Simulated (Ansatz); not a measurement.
The starting structures come from a database of crystals and need not be the phases stable at ambient conditions.

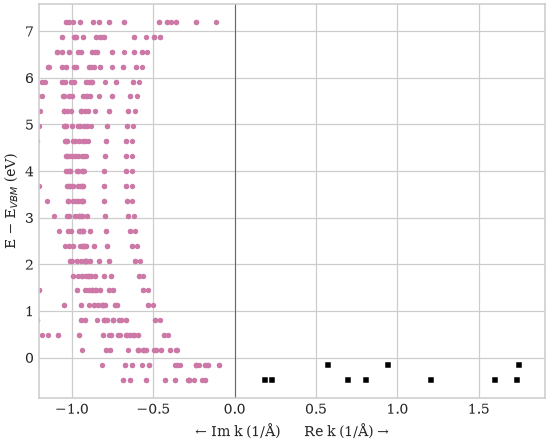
Figure: Complex bands at the centre of the two-dimensional zone; r2SCAN run with Ansatz (an electronic-structure program)

No gap correction and no spin-orbit coupling; mid-gap values are interpolated between computed energies.

Task: This is LiTaF₆ (R-3, not sure to be the ambient phase, 8 atoms a cell, 13.1 Å³ an atom) along the normal of (100). Read off the slowest decay at the centre of the two-dimensional zone at 3.36 eV, the computed energy nearest the middle of the gap.

Result: κ ≈ 0.63 1/Å, a decay length 1/(2κ) of the density of 0.80 Å.
